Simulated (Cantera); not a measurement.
Charge: 1 mol Ta2O5, a varied amount of H2, held at 1125 °C and 39000 Pa.

Method: chemical equilibrium by Gibbs-energy minimisation in Cantera with the NASA 1993 tables (ideal gas, pure condensed phases). Candidate condensed phases: H2O, Ta, Ta2O5; 12 gas species. Mutual solubility and eutectic melting of coexisting phases are not modelled. Condensed phases not in the tables: N, O or C dissolved in the metal. Rates play no part.

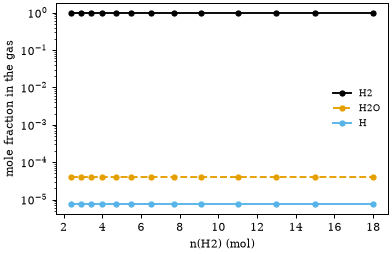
Figure. Equilibrium gas composition (values under 1e-9 drawn at 1e-9)

From 2.4 mol H2 to 11 mol H2 the condensed part is Ta2O5(s). From 13 mol H2 to 18 mol H2 the condensed part is Ta(s) + Ta2O5(s).
